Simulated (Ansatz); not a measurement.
Input file:

```
crystal:
  lattice:
    - [3.9648137375, -0.0274819064, 0.0180149897]
    - [-0.0274819064, 4.0274597218, -0.031901501]
    - [0.0272599529, -0.0482727676, 6.0535925811]
  atoms:
    - { symbol: Sr, position: [0.4974274535, 0.5299901389, -0.0179119812] }
    - { symbol: La, position: [-0.0345479112, 0.0099685735, 0.4990570154] }
    - { symbol: F, position: [0.0464302667, 0.4726374523, 0.2934104817] }
    - { symbol: F, position: [-0.0272653468, 0.5047286708, 0.7188556894] }
    - { symbol: F, position: [0.520455801, -0.0080350554, 0.2857656387] }
    - { symbol: F, position: [0.5048479104, -0.0109003734, 0.7100790051] }
    - { symbol: F, position: [0.0100313288, 0.0501194289, -0.0148435578] }
kpoints:
  mp_grid: { grid: [4, 4, 4] }
hamiltonian:
  xc: pbesol
scf:
  occupations: { method: fermi_dirac, width: 0.05 }
relax:
  f_tol: 0.01
  cell: {}
  max_steps: 120
output:
  write_density: true
  write_potential: true
  elf: true
  volumetric_format: npy
```

Command:

```sh
ansatz run input.yaml --threads 4 --pin off --max-ram 4608MiB --backend cpu --events-out ev --progress --plain --runs-dir out
```

Below, planes, directions and counts refer to the conventional cell (a = 4.02 Å, b = 6.13 Å, c = 4.06 Å, α = 90.01°, β = 89.96°, γ = 90.01°).

The fields are those of the run's last geometry, not of the input's.

Space group Pmm2; a structure from a database of computed crystals, not necessarily the ambient phase; started from the MgPPd5-123 prototype, which need not be the ambient phase; changed on purpose from its base cell (shaken).

Theory: Ansatz 0.2.0, DFT, PBEsol, plane waves, PAW.

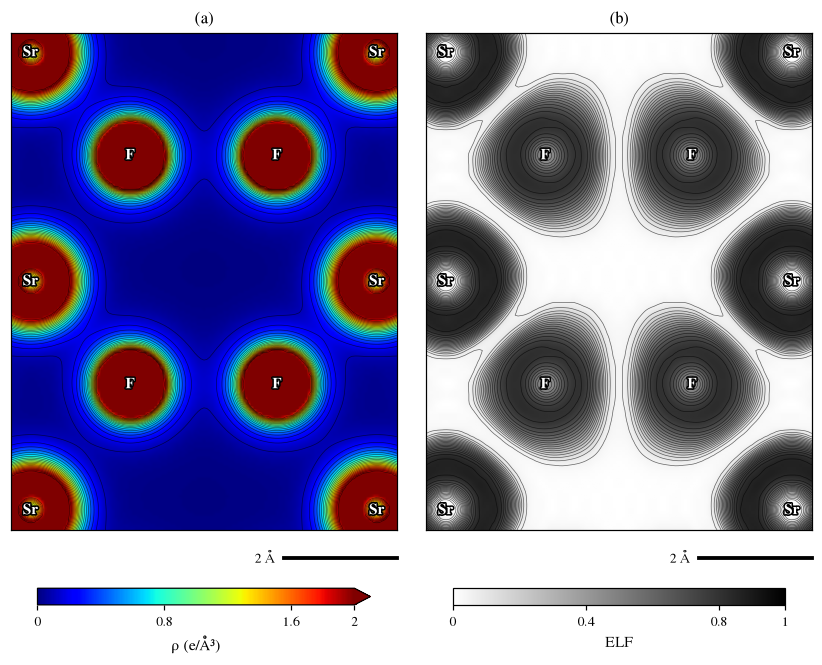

SrLaF5. (a) valence charge density (pseudo); (b) ELF on the (100) plane of the conventional cell.

The density is the valence pseudo-density of a PAW calculation; it isn't the true density close to the nuclei.

> What do the fields say about this system?

- The plane passes through Sr and F nuclei.
- Sr–F (2.54 Å): ρ is about 0.2 e/Å³ halfway; the ELF is about 0.05 at the midpoint: an ionic contact with no shared pair.
- Sr–F (2.84 Å): ρ at the midpoint is about 0.1 e/Å³; the ELF is about 0.05 at the midpoint (a largely ionic contact).
- Between the atoms the lowest density in this plane is 0.006 e/Å³.
- The features right at Sr lie inside the PAW spheres, where the map follows smoothed inner orbitals and isn't to be read closely.
